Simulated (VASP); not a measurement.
Consider the following.

```xyz
2
Lattice="1.4662 -2.5395 0.0000 1.4662 2.5395 0.0000 0.0000 0.0000 4.6264" Properties=species:S:1:pos:R:3 pbc="T T T"
Ti     1.4662     0.8465     1.1566
Ti     1.4662    -0.8465     3.4698
```

All values below come from r2SCAN+rVV10, VASP's PBE PAW potentials (set 64) (plane waves; VASP). Run with 520 eV cut-off, 16×16×9 Γ-centred mesh, tetrahedra with Blöchl corrections, potentials Ti_sv.

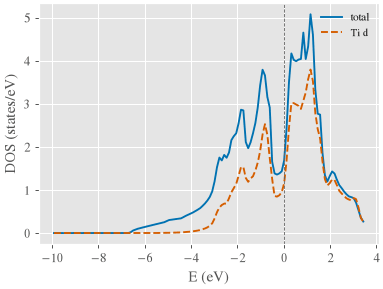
Figure: Total and projected density of states, zero at the Fermi level

Within 2 eV below the Fermi level the largest weight inside VASP's projection spheres is Ti d.

It has no gap at this level: it comes out as a metal or semimetal.

The compound is Ti in the hcp structure. It was relaxed first.
